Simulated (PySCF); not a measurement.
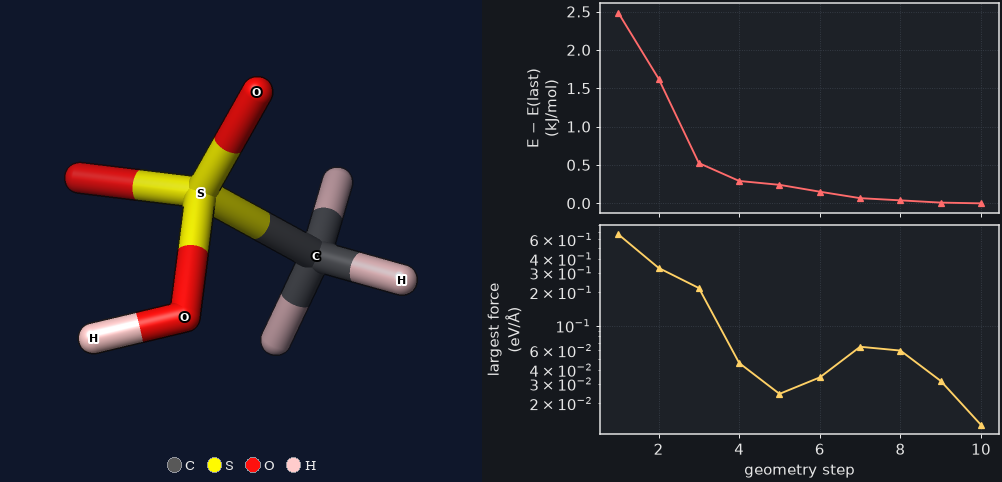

Beside the plot: the molecule at the start.

History of a geometry optimisation.

The run: CH₄O₃S (SMILES CS(=O)(=O)O), by PySCF 2.14.0, density fitting, PBE0-D3(BJ)/def2-SVP, geometry optimisation.

**How did the optimisation end?**

The optimisation met its thresholds at geometry 10, counting the start as the first. The energy fell by about 2.5 kJ/mol from the first step to the last. The largest force goes from about 0.66 eV/Å at the start to 0.013 eV/Å at the end.
